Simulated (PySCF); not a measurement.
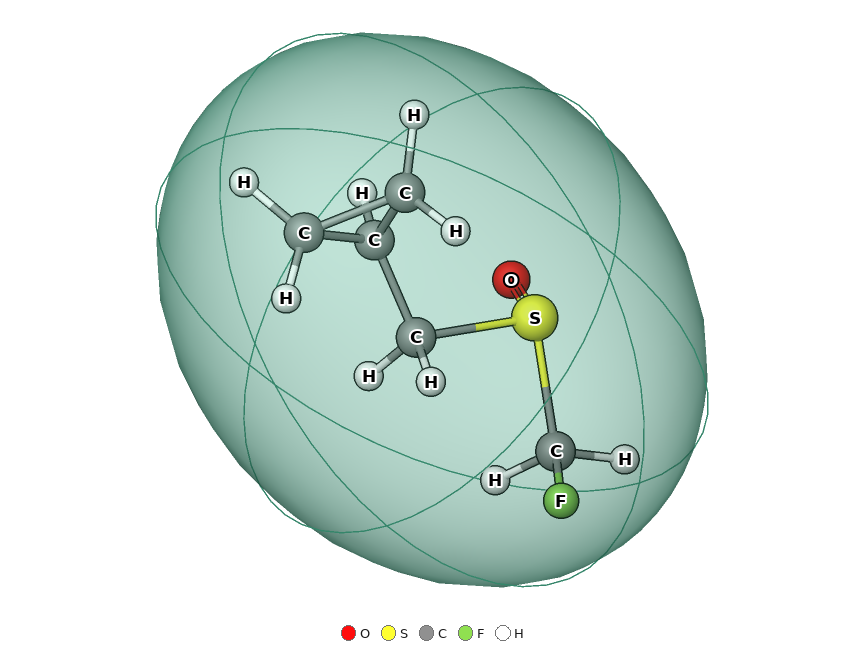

The ellipsoid shows the static dipole polarisability: its half-axes are proportional to the principal values. The computed structure is the end point of a GFN2-xTB optimisation. No frequency run is at hand to confirm it as a minimum. Method: CAM-B3LYP/def2-SVPD (PySCF 2.14.0).

### How large and how anisotropic is the polarisability?

Principal values 72.4, 79.5, 101.9 bohr³; mean 84.6 bohr³ (12.53 Å³); anisotropy 26.7 bohr³, so the longest axis is 1.41 times the shortest.
